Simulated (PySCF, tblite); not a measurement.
**C5H8BNS2: geometry, infrared bands and NMR shifts**

Wanted: the infrared bands and NMR shifts of C5H8BNS2 (`C=CCNB1SC=CS1`), by calculation.

Computed with tblite 0.8.0 and PySCF 2.14.0, with density-fitted response routines of our own, on a single molecule in the gas phase. Atoms count from 0, in the outputs and in this text.

## Step 1: Starting geometry

17 atoms, charge 0, multiplicity 1; geometry from: force field or distance geometry start.

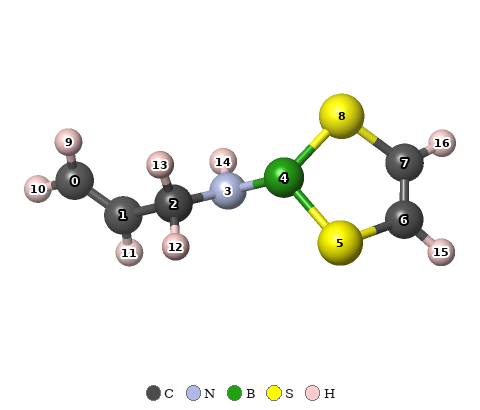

The starting geometry (carbon dark grey, nitrogen light blue, boron green, sulfur yellow, hydrogen pink), atoms numbered.

## Step 2: Relaxing the molecule with GFN2-xTB

Job settings and geometry (Å):

```
{"job": {"kind": "relax", "xc": "GFN2-xTB", "basis": "xTB"}, "charge": 0, "multiplicity": 1}
C     -3.582700     0.007200    -0.194700
C     -2.452800    -0.411100    -0.679600
C     -1.316900    -0.782100     0.264500
N     -0.237600     0.093800    -0.086300
B      1.005300    -0.137300     0.777400
S      2.400500    -1.264200     0.111900
C      3.638000    -0.035500    -0.253000
C      3.481100     1.115000     0.308700
S      2.063800     1.316900     1.349200
H     -3.745500     0.105000     0.900500
H     -4.414700     0.273600    -0.875400
H     -2.292000    -0.517000    -1.722200
H     -1.121200    -1.862000     0.073200
H     -1.641300    -0.656800     1.317900
H     -0.474800     1.078600    -0.241100
H      4.491500    -0.271900    -0.909400
H      4.192300     1.959900     0.147300
```

The run is started by

```
OMP_NUM_THREADS=1 python probes_run.py task.json out
```

The driver reads the jobs from task.json and runs them one after another.

**Question.** This job is followed by: GFN2-xTB harmonic vibrations, gas phase; GIAO PBE0/pcSseg-1 NMR shielding, non-relativistic, gas phase. Predict these results of the whole session: strongest single infrared mode (GFN2-xTB); zero-point energy (GFN2-xTB); ¹³C shifts against TMS (PBE0/pcSseg-1, means over atoms taken as alike); ¹H shifts against TMS (PBE0/pcSseg-1, means over atoms taken as alike); ¹⁵N shifts against NH3 (PBE0/pcSseg-1); ¹¹B shifts against BF3·OEt2 (PBE0/pcSseg-1); ³³S shifts against CS2 (PBE0/pcSseg-1, means over atoms taken as alike).

As calculated:

```
                                                               quantity                                   value
                              strongest single infrared mode (GFN2-xTB)                   1443 cm⁻¹, 354 km/mol
                                           zero-point energy (GFN2-xTB)                           78.2 kcal/mol
¹³C shifts against TMS (PBE0/pcSseg-1, means over atoms taken as alike)           147.7, 128.6, 122.7, 57.7 ppm
 ¹H shifts against TMS (PBE0/pcSseg-1, means over atoms taken as alike)  6.22, 6.20, 5.48, 5.38, 3.88, 3.37 ppm
                                 ¹⁵N shifts against NH3 (PBE0/pcSseg-1)                               104.8 ppm
                            ¹¹B shifts against BF3·OEt2 (PBE0/pcSseg-1)                                41.2 ppm
³³S shifts against CS2 (PBE0/pcSseg-1, means over atoms taken as alike)                                  61 ppm
```

In words: Over 111 steps the energy fell by 2.249 eV; of the close pairs, N3–B4 changed most, 1.531 to 1.387 Å. No mode is imaginary among the 45: a minimum at this level. The strongest single mode, at 1443 cm⁻¹, is carried by N3, B4, H14. Unscaled tight-binding wavenumbers are off by several per cent, some by more. Its intensities can rank the bands wrongly. At PBE0/pcSseg-1: The widest tensor belongs to C1: span 232 ppm, with a paramagnetic part of -217 ppm.
